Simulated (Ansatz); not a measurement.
O2 (oxygen): methods side by side

O2 has 2 atoms, charge 0, and is taken as a triplet. SMILES: `O=O`. The shape was relaxed beforehand at PBE0/def2-SVP.

```xyz
2

O     0.5076   -0.1642    0.2614
O    -0.5076    0.1642   -0.2614
```

Each level gives the dissociation energy of the O2–O1 bond into triplet O and triplet O (shapes relaxed at PBE0/def2-SVP, no zero-point term) (eV). The values are calculated.

```
               level                    kind  program  value (eV)  less CCSD(T)/def2-TZVPP
      UHF/def2-TZVPP            Hartree–Fock   Ansatz        1.49                    -3.42
   USVWN5/def2-TZVPP                     LDA   Ansatz        7.58                    +2.67
    UBLYP/def2-TZVPP                     GGA   Ansatz        5.84                    +0.93
     UPBE/def2-TZVPP                     GGA   Ansatz        6.21                    +1.30
 U-r2SCAN/def2-TZVPP                meta-GGA   Ansatz        5.62                    +0.71
 UPBE0-D4/def2-TZVPP           global hybrid   Ansatz        5.40                    +0.49
U-wB97M-V/def2-TZVPP  range-separated hybrid   Ansatz        5.34                    +0.43
 UCCSD(T)/def2-TZVPP   coupled cluster or CI   Ansatz        4.91                     0.00
```

Differences are taken from UCCSD(T)/def2-TZVPP for orientation; it has basis-set and higher-order errors of its own. The values span 1.49 to 7.58 eV. Hartree–Fock misses the correlation of the electron pair that is broken and comes out low. Measured bond enthalpies also hold zero-point and thermal terms, a few tenths of an eV less.

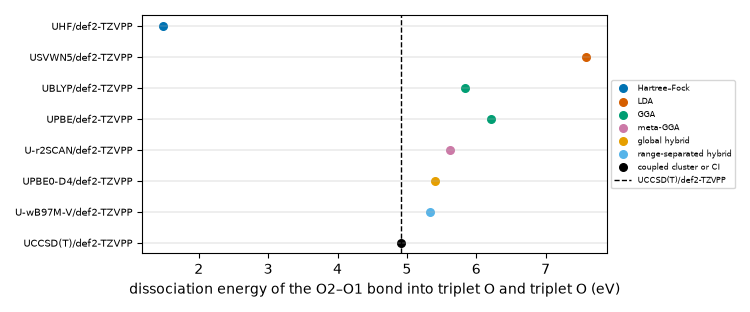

The values of the table, level by level.
